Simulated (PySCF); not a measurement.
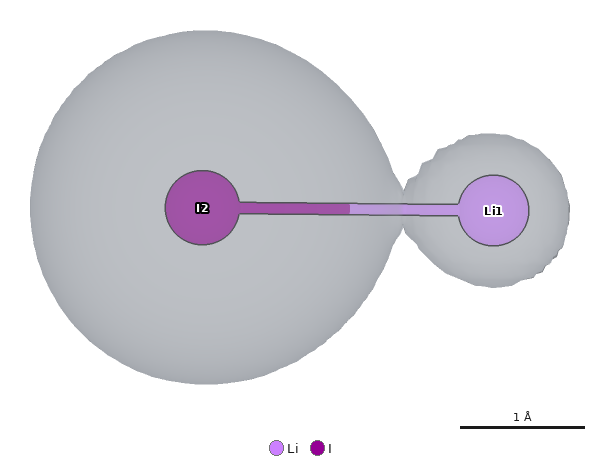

LiI. Isosurface of the electron density at 0.2 e/Å³ (grey), seen from one side.

Core potentials replace the inner electrons of I.

The calculation used PBE0/def2-SVP, non-relativistic Hamiltonian with scalar-relativistic core potentials where named, at a bond length of 2.390 Å in PySCF.

Question: Which contacts does the surface bridge?

Answer: At this value the surface is in one piece. It bridges the sampled Li–I (2.39 Å) contact, where the density stays above the isovalue. On the grid the lowest density along these lines, outside the cores, is 0.28 e/Å³ (Li–I, 2.39 Å).
